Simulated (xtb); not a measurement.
Run report: Ge4 (charge −4), calculation of the molecule and its ions

Ge4, charge −4, computed with GFN2-xTB (xtb 6.7.1).

The geometry was optimised with GFN2-xTB.

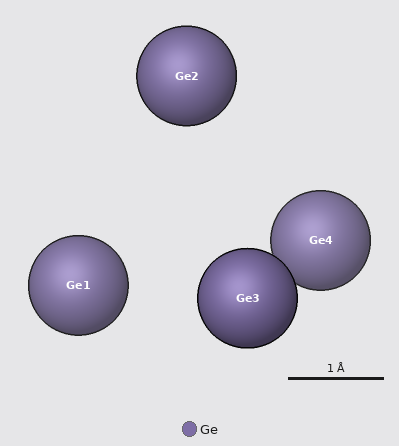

The input geometry (ball-and-stick view, seen at a tilt; atoms are numbered from 1 in the order of the input).

### Input (start.xyz)
```
4
start
Ge    -0.14847    -0.66509    -1.46903
Ge    -0.84800     1.37814     0.05685
Ge    -0.56453    -1.02713     1.11653
Ge     1.56101     0.31407     0.29564
```

Launch command:
```bash
xtb --acc 100 --gfn 2 --vipea --chrg -4 --parallel 1 -- start.xyz > start.out 2> xtb.err
```

### The program's output
```
* xtb version 6.7.1
   ID    Z sym.   atoms
    1   32 Ge     1-4

           -------------------------------------------------
          |                Calculation Setup                |
           -------------------------------------------------

          program call               : xtb --acc 100 --gfn 2 --vipea --chrg -4 --parallel 1 -- start.xyz
          coordinate file            : start.xyz
          omp threads                :                     1

molecular fragmentation (1/2 indicates fragments):
1112
# atoms in fragment 1/2:     3     1
 fragment masses (1/2) :      217.88       72.63
CMA distance (Bohr)    :   4.081
constraining FC (au)   :  0.0500

           -------------------------------------------------
          |                 G F N 2 - x T B                 |
           -------------------------------------------------

      * Hamiltonian:
        H0-scaling (s, p, d)           1.850000    2.230000    2.230000
        zeta-weighting                 0.500000
      * Dispersion:
        s8                             2.700000
        a1                             0.520000
        a2                             5.000000
        s9                             5.000000
      * Repulsion:
        kExp                           1.500000    1.000000
        rExp                           1.000000
      * Coulomb:
        alpha                          2.000000
        third order                    shell-resolved
        anisotropic                    true
        a3                             3.000000
        a5                             4.000000
        cn-shift                       1.200000
        cn-exp                         4.000000
        max-rad                        5.000000

          ...................................................
          :                      SETUP                      :
          :.................................................:
          :  # basis functions                  40          :
          :  # atomic orbitals                  36          :
          :  # shells                           12          :
          :  # electrons                        20          :
          :  max. iterations                   250          :
          :  Hamiltonian                  GFN2-xTB          :
          :  restarted?                      false          :
          :  GBSA solvation                  false          :
          :  PC potential                    false          :
          :  electronic temp.          300.0000000     K    :
          :  accuracy                  100.0000000          :
          :  -> integral cutoff          0.2000000E+02      :
          :  -> integral neglect         0.1000000E-05      :
          :  -> SCF convergence          0.1000000E-03 Eh   :
          :  -> wf. convergence          0.1000000E-01 e    :
          :  Broyden damping             0.4000000          :
          :  net charge                         -4          :
          :  unpaired electrons                  0          :
          ...................................................

 iter      E             dE          RMSdq      gap      omega  full diag
   1     -6.6582246 -0.665822E+01  0.185E+01    3.09       0.0  T
   2     -6.6605327 -0.230808E-02  0.103E+01    3.16       1.0  T
   3     -6.6612517 -0.719018E-03  0.881E-01    3.23       1.0  T
   4     -6.6599503  0.130140E-02  0.803E-01    3.20       1.0  T
   5     -6.6612656 -0.131522E-02  0.910E-02    3.22       1.0  T
   6     -6.6612798 -0.141991E-04  0.373E-03    3.22      13.4  T
   7     -6.6612797  0.622235E-08  0.183E-03    3.22      27.3  T

   *** convergence criteria satisfied after 7 iterations ***

         #    Occupation            Energy/Eh            Energy/eV
      -------------------------------------------------------------
         1        2.0000            0.6251910              17.0123
       ...           ...                  ...                  ...
         4        2.0000            0.6444577              17.5366
         5        2.0000            0.7290396              19.8382
         6        2.0000            0.7334695              19.9587
         7        2.0000            0.7334901              19.9593
         8        2.0000            0.7335272              19.9603
         9        2.0000            0.7579638              20.6252
        10        2.0000            0.7579853              20.6258 (HOMO)
        11                          0.8763797              23.8475 (LUMO)
        12                          0.8764460              23.8493
        13                          0.8764770              23.8502
        14                          0.9702209              26.4011
        15                          0.9703362              26.4042
       ...                                ...                  ...
        36                          2.2873632              62.2423
      -------------------------------------------------------------
                  HL-Gap            0.1183945 Eh            3.2217 eV
             Fermi-level            0.8171825 Eh           22.2367 eV

 SCC (total)                   0 d,  0 h,  0 min,  0.014 sec
 SCC setup                      ...        0 min,  0.000 sec (  1.088%)
 Dispersion                     ...        0 min,  0.000 sec (  0.232%)
 classical contributions        ...        0 min,  0.000 sec (  0.193%)
 integral evaluation            ...        0 min,  0.003 sec ( 19.758%)
 iterations                     ...        0 min,  0.006 sec ( 42.040%)
 molecular gradient             ...        0 min,  0.005 sec ( 34.851%)
 printout                       ...        0 min,  0.000 sec (  1.598%)

         :::::::::::::::::::::::::::::::::::::::::::::::::::::
         ::                     SUMMARY                     ::
         :::::::::::::::::::::::::::::::::::::::::::::::::::::
         :: total energy              -6.658774991338 Eh    ::
         :: gradient norm              0.000118116593 Eh/a0 ::
         :: HOMO-LUMO gap              3.221676974511 eV    ::
         ::.................................................::
         :: SCC energy                -6.661279622799 Eh    ::
         :: -> isotropic ES            2.294827429393 Eh    ::
         :: -> anisotropic ES         -0.046628006062 Eh    ::
         :: -> anisotropic XC          0.002221827696 Eh    ::
         :: -> dispersion             -0.005447956461 Eh    ::
         :: repulsion energy           0.002504631461 Eh    ::
         :: add. restraining           0.000000000000 Eh    ::
         :: total charge              -4.000000000000 e     ::
         :::::::::::::::::::::::::::::::::::::::::::::::::::::

           -------------------------------------------------
          |        vertical delta SCC IP calculation        |
           -------------------------------------------------

 iter      E             dE          RMSdq      gap      omega  full diag
   1     -7.2894319 -0.728943E+01  0.595E+00    3.22       0.0  T
   2     -7.2937707 -0.433884E-02  0.416E+00    3.20       1.0  T
   3     -7.2955023 -0.173157E-02  0.132E+00    3.14       1.0  T
   4     -7.2838056  0.116967E-01  0.178E+00    3.07       1.0  T
   5     -7.2954539 -0.116483E-01  0.250E-01    3.12       1.0  T
   6     -7.2956736 -0.219715E-03  0.865E-02    3.13       1.0  T
   7     -7.2956701  0.358171E-05  0.650E-02    3.13       1.0  T
   8     -7.2956696  0.475336E-06  0.573E-02    3.13       1.0  T
     SCC iter.                  ...        0 min,  0.006 sec
     gradient                   ...        0 min,  0.005 sec
------------------------------------------------------------------------
empirical IP shift (eV):    4.8455
delta SCC IP (eV):  -22.1081
------------------------------------------------------------------------
           -------------------------------------------------
          |        vertical delta SCC EA calculation        |
           -------------------------------------------------

 iter      E             dE          RMSdq      gap      omega  full diag
   1     -5.6342302 -0.563423E+01  0.113E+01    0.00       0.0  T
   2     -5.6498906 -0.156604E-01  0.813E+00    0.00       1.0  T
   3     -5.5606772  0.892134E-01  0.738E+00    0.16       1.0  T
   4     -5.5784948 -0.178176E-01  0.552E+00    0.06       1.0  T
   5     -5.6009584 -0.224636E-01  0.556E+00    0.10       1.0  T
   6     -5.5779766  0.229817E-01  0.613E+00    0.12       1.0  T
   7     -5.6250892 -0.471125E-01  0.430E+00    0.06       1.0  T
   8     -5.6528327 -0.277435E-01  0.173E+00    0.02       1.0  T
   9     -5.6508492  0.198350E-02  0.315E+00    0.03       1.0  T
  10     -5.6571761 -0.632693E-02  0.185E+00    0.01       1.0  T
  11     -5.6578043 -0.628229E-03  0.165E+00    0.01       1.0  T
  12     -5.6568888  0.915524E-03  0.256E+00    0.01       1.0  T
  13     -5.6570217 -0.132832E-03  0.244E+00    0.01       1.0  T
  14     -5.6570942 -0.725792E-04  0.213E+00    0.02       1.0  T
  15     -5.6585797 -0.148543E-02  0.556E-01    0.00       1.0  T
  16     -5.6586624 -0.827351E-04  0.282E-01    0.00       1.0  T
  17     -5.6586739 -0.115386E-04  0.136E-01    0.00       1.0  T
  18     -5.6586752 -0.125480E-05  0.800E-02    0.00       1.0  T
  19     -5.6586757 -0.494138E-06  0.653E-02    0.00       1.0  T
     SCC iter.                  ...        0 min,  0.012 sec
     gradient                   ...        0 min,  0.005 sec
------------------------------------------------------------------------
empirical EA shift (eV):    4.8455
delta SCC EA (eV):  -32.1277
------------------------------------------------------------------------
           -------------------------------------------------
          |                Property Printout                |
           -------------------------------------------------

    * Orbital Energies and Occupations

         #    Occupation            Energy/Eh            Energy/eV
      -------------------------------------------------------------
         1        2.0000            0.9085755              24.7236
         2        2.0000            0.9287339              25.2721
         3        2.0000            0.9287966              25.2738
         4        2.0000            0.9288436              25.2751
         5        2.0000            0.9877776              26.8788
         6        2.0000            0.9877901              26.8791
         7        2.0000            0.9878193              26.8799
         8        2.0000            0.9933794              27.0312
         9        2.0000            1.0093020              27.4645
        10        2.0000            1.0093245              27.4651
        11        0.3411            1.1319732              30.8026 (HOMO)
        12        0.3310            1.1320162              30.8037 (LUMO)
        13        0.3278            1.1320300              30.8041
        14                          1.2304484              33.4822
        15                          1.2305253              33.4843
        16                          1.2306727              33.4883
        17                          1.4142640              38.4841
        18                          1.4142833              38.4846
        19                          1.4143010              38.4851
        20                          1.4848984              40.4061
        21                          1.4849086              40.4064
        22                          1.5387819              41.8724
       ...                                ...                  ...
        36                          2.5635088              69.7566
      -------------------------------------------------------------
                  HL-Gap            0.0000430 Eh            0.0012 eV
             Fermi-level            1.1009983 Eh           29.9597 eV

     #   Z          covCN         q      C6AA      α(0)
     1  32 Ge       2.445    -1.250   269.326    32.474
     2  32 Ge       2.445    -1.250   269.275    32.468
     3  32 Ge       2.446    -1.250   269.199    32.460
     4  32 Ge       2.445    -1.250   269.349    32.476

 Mol. C6AA /au·bohr⁶  :       4308.595692
 Mol. C8AA /au·bohr⁸  :     396833.029956
 Mol. α(0) /au        :        129.878759

Wiberg/Mayer (AO) data.
largest (>0.10) Wiberg bond orders for each atom

 ---------------------------------------------------------------------------
     #   Z sym  total        # sym  WBO       # sym  WBO       # sym  WBO
 ---------------------------------------------------------------------------
     1  32 Ge   2.451 --     3 Ge   0.819     2 Ge   0.816     4 Ge   0.815
     2  32 Ge   2.451 --     3 Ge   0.819     1 Ge   0.816     4 Ge   0.816
     3  32 Ge   2.456 --     1 Ge   0.819     2 Ge   0.819     4 Ge   0.818
     4  32 Ge   2.450 --     3 Ge   0.818     2 Ge   0.816     1 Ge   0.815
 ---------------------------------------------------------------------------

Topologies differ in total number of bonds
Writing topology from bond orders to xtbtopo.mol

molecular dipole:
                 x           y           z       tot (Debye)
 q only:       -0.002      -0.000       0.001
   full:       -0.005      -0.002       0.004       0.017
molecular quadrupole (traceless):
                xx          xy          yy          xz          yz          zz
 q only:       -0.009      -0.002       0.006      -0.010      -0.013       0.003
  q+dip:       -0.026      -0.006       0.021      -0.023      -0.034       0.005
   full:       -0.033      -0.006       0.030      -0.027      -0.039       0.003

           -------------------------------------------------
          | TOTAL ENERGY               -5.656170925651 Eh   |
          | GRADIENT NORM               0.120433188734 Eh/α |
          | HOMO-LUMO GAP               0.001170016440 eV   |
           -------------------------------------------------

------------------------------------------------------------------------
------------------------------------------------------------------------
 total:
 *  cpu-time:     0 d,  0 h,  0 min,  0.069 sec
 * ratio c/w:     0.976 speedup
 SCF:
 *  cpu-time:     0 d,  0 h,  0 min,  0.048 sec
 * ratio c/w:     0.979 speedup
```

### Standard error
```
normal termination of xtb
```

### Summary

| quantity | value |
| --- | --- |
| outcome | converged |
| electrons treated | 20 |
| total energy | −6.658775 hartree |
| dispersion energy | −0.005448 hartree |
| basis functions | 40 |
| hardware | 1 thread of Intel Xeon @ 2.50GHz (Skylake/Cascade Lake), 189 GiB of memory available, shared host |
| peak memory | 0.072 GiB |

### Remarks

Settings chosen away from the usual ones: method = gfn2-xtb; task = vipea; x = {"accuracy": 100}; geo = {"prev": "A"}. These settings are looser than, or depart from, a standard set-up, so the numbers are not reference values for this system.
